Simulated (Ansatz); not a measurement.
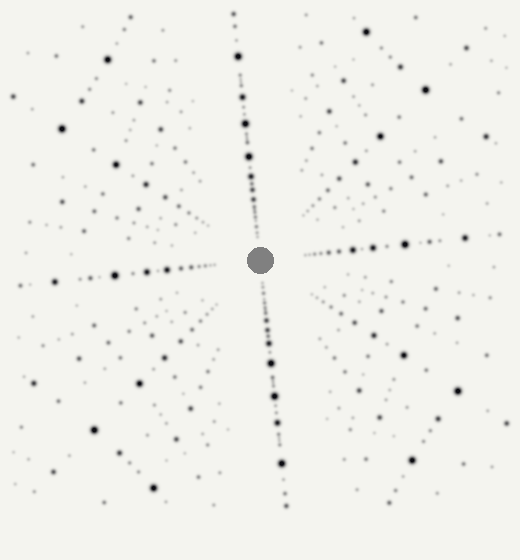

Simulated back-reflection Laue pattern (white X-rays, 0.45 to 2.2 Å, flat plate covering ±45° about the beam, kinematic intensities, seen from the source).

> Which symmetry elements lie along the beam?

2mm: a twofold axis with two mirror lines.

The crystal is TaAsO, space group P6/mmm (No. 191), a = 7.84 Å, c = 3.75 Å (hexagonal axes). Structure: coordinates from a relaxation (final pressure about 20 GPa) with DFT, PAW plane waves, r2scan in Ansatz; the starting structure was generated, so it need not be a known form of this composition.

The direction [100] points towards the source.
